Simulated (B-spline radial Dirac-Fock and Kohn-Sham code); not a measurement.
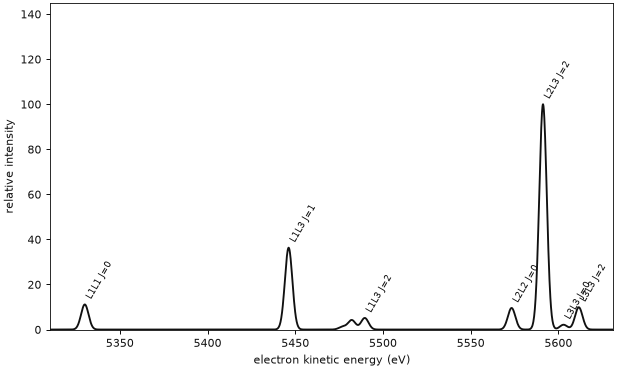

**Figure.** The Auger multiplet of a K hole with both final holes in L123, lines labelled by the leading pair of holes and J, broadened by 5.0 eV full width. Kinetic energies count from the vacuum level; very weak lines are left out. Lines are named by their largest jj component, which in light atoms can differ from the customary names. Species: Fe⁺, configuration [Ar] 3d6 4s1. The calculation used Dirac–Fock ΔSCF energies in intermediate coupling of the two holes, Coulomb rates, valence shells as spectators (a radial B-spline solver).

What can be read from it?

The strongest line is K-L2L3 J=2 at 5.5912 keV (56 % of the multiplet), followed by K-L1L3 J=1 at 5.4462 keV (20 %), K-L1L1 J=0 at 5.3300 keV (6.2 %), K-L3L3 J=2 at 5.6116 keV (5.5 %). The lines shown span 5.330 keV to 5.612 keV.
